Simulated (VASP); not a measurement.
Band structure of MoS₂ (2H layered). Method: RPBE GGA, VASP's PBE PAW potentials (set 64) (plane waves; VASP).

Without a dispersion term in the relaxation, distances and binding between the weakly bound layers, chains or molecules are unreliable, and so is what depends on them.

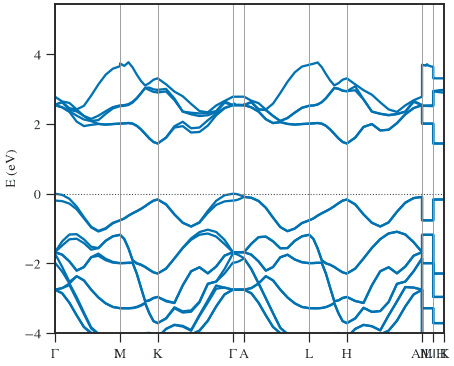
*Bands along high-symmetry lines, zero at the valence-band maximum or, without a gap, the Fermi level*

**Question.** Read the plot: is there a gap, and where are the band edges?

**Answer.** The gap is indirect, 1.44 eV, from the valence maximum at Γ to the conduction minimum at K. (Edges off the drawn lines would not show.)

Measured: gap 1.29 eV (computed value off by +0.15 eV), as given by Wei Chen et al., Physical Review Materials (2018), doi:10.1103/physrevmaterials.2.073803.

The compound is MoS2 in the 2H layered structure. It was relaxed first, which changed the volume by +35 %.
